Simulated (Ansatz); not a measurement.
# AlH2Br (SMILES [H][Al]([H])[Br]) at 6 levels

We compute a comparison of 6 runs (HF/STO-3G, UPBE0/STO-3G, r2SCAN/STO-3G, r2SCAN0/STO-3G, UMP2/STO-3G, CCSDT/STO-3G) of AlH2Br. 

The calculation is run with Ansatz 0.2.0.

51 further runs of the same task are left out: 2 that didn't finish, 49 set aside as unsound or not needed.

**1. The molecule**

AlH2Br has 4 atoms, charge 0, and is taken as a singlet. As SMILES, `[H][Al]([H])[Br]`. The H3–Al1 distance was set to 2.301 Å, away from the relaxed value. At this shape a bond of the SMILES string is far longer than usual.

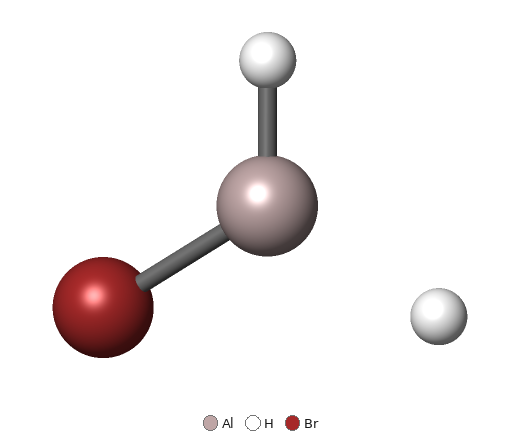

Viewed from a chosen angle; aluminium light grey, hydrogen white, bromine red.

**2. The energy at HF/STO-3G (run 1)**

Contents of molecule.yaml:

```yaml
crystal:
  periodic: [false, false, false]
  atoms:
    - {symbol: Al, position_ang: [0.449263, -0.532123, 0.012476]}
    - {symbol: H, position_ang: [1.983173, -0.534213, 0.023156]}
    - {symbol: H, position_ang: [-0.640600, 1.494120, -0.021230]}
    - {symbol: Br, position_ang: [-0.701927, -2.454113, 0.019296]}
basis:
  gaussian:
    orbitals: STO-3G
accuracy: high
hamiltonian:
  xc: hf
```

Launch:

```bash
$ ansatz run molecule.yaml --threads 1 --pin off --max-ram 2610MiB --events-out events.jsonl --progress --plain --runs-dir runs
```

What it wrote:

```text
Warning: RAYON_NUM_THREADS=1 ignored (pool sized by the plan → 1); use --threads N
Functional definition: HF
  name "HF"
  exchange = exact_x
  correlation = 0
412 factors; integrals over basis functions are off by at most 1.0e-8 eV
mean field evaluation 1: about -75774.6666 eV, gradient 2.0e1 eV
mean field evaluation 2: about -75774.6760 eV, gradient 1.9e1 eV
mean field evaluation 4: about -75777.0928 eV, gradient 1.0e0 eV
mean field evaluation 8: about -75777.0972 eV, gradient 1.6e-5 eV
mean field -75777.09724724 eV, -2784.7569602748 hartree, gradient 2.8e-8 eV, S^2 0.000000; 0 other end points of the search recorded, 0 dependent functions left out
reference -75777.09724724 eV, -2784.7569602748 hartree; 25, 25 occupied and 4, 4 virtual orbitals, 412 factors
Total energy: -75777.09724724 eV, -2784.7569602748 hartree
```

It took 0.2 s on 1 thread of Arm Neoverse V1, shared host.

**3. The energy at UPBE0/STO-3G (run 2)**

molecule.yaml: that of step 2 with these lines changed.

```diff
@@ -1 +1,3 @@
+basis:
+  gaussian: {orbitals: STO-3G}
 crystal:
@@ -7,7 +9,4 @@
     - {symbol: Br, position_ang: [-0.701927, -2.454113, 0.019296]}
-basis:
-  gaussian:
-    orbitals: STO-3G
+magnetization: {spin_polarized: true}
+hamiltonian: {xc: pbe0}
 accuracy: high
-hamiltonian:
-  xc: hf
```

Launch:

```bash
$ ansatz run molecule.yaml --threads 1 --pin off --max-ram 2610MiB --events-out events.jsonl --progress --plain --runs-dir runs
```

What it wrote:

```text
Warning: RAYON_NUM_THREADS=1 ignored (pool sized by the plan → 1); use --threads N
Functional definition: PBE0
  name "PBE0"
  parameter a = 0.25
  parameter kappa = 0.804
  parameter beta = 0.06672455060314922
  exchange = (1 - a)*pbe_x(kappa = kappa, mu = beta*pi^2/3) + a*exact_x
  correlation = pbe_c(beta = beta)
412 factors; integrals over basis functions are off by at most 1.0e-8 eV
mean field evaluation 1: about -75815.5936 eV, gradient 1.8e1 eV
mean field evaluation 2: about -75812.3579 eV, gradient 2.3e1 eV
mean field evaluation 4: about -75819.2914 eV, gradient 5.5e-1 eV
mean field evaluation 8: about -75819.2540 eV, gradient 1.7e-3 eV
mean field evaluation 16: about -75818.1894 eV, gradient 4.2e0 eV
mean field -75819.25402983 eV, -2786.3061934601 hartree, gradient 9.0e-8 eV, S^2 0.000000; 1 other end points of the search recorded, 0 dependent functions left out
reference -75819.25403115 eV, -2786.3061935086 hartree; 25, 25 occupied and 4, 4 virtual orbitals, 412 factors
Total energy: -75819.25403115 eV, -2786.3061935086 hartree
```

Wall time 2.3 s (1 thread of Arm Neoverse V1, shared host); peak memory 0.14 GiB.

Runs 3 to 5 aren't shown in full; the table further down has their settings and results.

**4. A single-point energy at CCSDT/STO-3G (run 6)**

Contents of in.yaml:

```yaml
crystal:
  periodic: [false, false, false]
  atoms:
    - symbol: Al
      position_ang: [0.449263, -0.532123, 0.012476]
    - symbol: H
      position_ang: [1.983173, -0.534213, 0.023156]
    - symbol: H
      position_ang: [-0.640600, 1.494120, -0.021230]
    - symbol: Br
      position_ang: [-0.701927, -2.454113, 0.019296]
basis:
  gaussian:
    orbitals: STO-3G
total_charge: 0
correlation:
  method: ccsdt
  frozen_orbitals: {Al: 5, Br: 9, H: 0}
accuracy: high
scf:
  omitted_lower_state_checks: [cluster_reference, increment]
```

Launch:

```bash
$ ansatz run in.yaml --threads 1 --pin off --max-ram 2610MiB --events-out events.jsonl --progress --plain --runs-dir runs
```

What it wrote, cut to the lines that bear on the results:

```text
Warning: RAYON_NUM_THREADS=1 ignored (pool sized by the plan → 1); use --threads N
Functional definition: HF
  name "HF"
[...]
412 factors; integrals over basis functions are off by at most 1.0e-8 eV
[...]
mean field -75777.09724724 eV, -2784.7569602748 hartree, gradient 2.8e-8 eV, S^2 0.000000; 0 other end points of the search recorded, 0 dependent functions left out; unrestricted orbitals would lower it
14 core orbitals not correlated: weight in the atoms' cores, before any rotation towards them, 0.999 or more for the frozen orbitals, at most 0.000 for the correlated occupied ones
reference -75777.09724724 eV, -2784.7569602748 hartree; 11, 11 occupied and 4, 4 virtual orbitals, 412 factors
second order -1.45952638 eV of doubles, -0.00000000 eV of singles
cycle   1  -1.92867602 eV  change   -4.7e-1 eV  update   9.7e-2
[...]
cycle  25  -2.37243193 eV  change   7.3e-10 eV  update  7.3e-10
Total energy: -75779.46967917 eV, -2784.8441455400 hartree
Checks for a lower state left out: cluster_reference, increment
```

Run time: 0.52 s. Hardware: 1 thread of Arm Neoverse V1, shared host.

**5. Overview of the runs**

| run | level | frozen core orbitals | energy (Eh) | wall time |
| --- | --- | --- | --- | --- |
| 1 | HF/STO-3G | – | -2784.756960 | 0.2 s |
| 2 | UPBE0/STO-3G | – | -2786.306194 | 2.3 s |
| 3 | r2SCAN/STO-3G | – | -2786.705684 | 3.3 s |
| 4 | r2SCAN0/STO-3G | – | -2786.773455 | 3.3 s |
| 5 | UMP2/STO-3G | 14 | -2784.802818 | 0.54 s |
| 6 | CCSDT/STO-3G | 14 | -2784.844146 | 0.52 s |

**6. Results**

| quantity | value |
| --- | --- |
| run 6: total energy | -2784.84415 Eh |
| run 6: correlation energy (14 core orbitals frozen) | -87.2 mEh |
| run 6: T1 diagnostic | 0.013 |

In words: Below the HF energy at the same shape and in the same basis (STO-3G): UMP2 -45.9 mEh; CCSDT -87.2 mEh. Some of these start from another determinant than that one, so these aren't their correlation energies. Totals of different functionals can't be ranked against each other. In run 6 the log says that unrestricted orbitals would lower the reference, so the values rest on an unstable closed-shell determinant (other closed-shell runs at this shape may share the fault). In runs 1, 2, 3, 4, 5, 6 the basis is minimal, so the values are rough. Spin contamination of the reference: run 5 ⟨S²⟩ = 0.55. All runs together took 10 s, the longest 3.3 s.
